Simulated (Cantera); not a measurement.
Input: 1 mol Si, 0.27 mol H2O, 4.7 mol N2, held at 4.30 Pa.

Method: chemical equilibrium by Gibbs-energy minimisation in Cantera with the NASA 1993 tables (ideal gas, pure condensed phases). Candidate condensed phases: H2O, Si, SiO2, Si2N2O, Si3N4; 35 gas species. The tables' values for SiN are old estimates; treat these amounts as uncertain. Kinetics and transport are ignored.

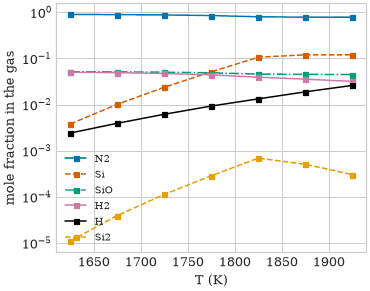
*Equilibrium gas composition (values under 1e-9 drawn at 1e-9)*

Q: Read off the mole fractions at 1725 K.

A: N2 about 0.87, SiO about 0.050, H2 about 0.047, Si about 0.024, H about 0.0061, Si2 about 0.00011.
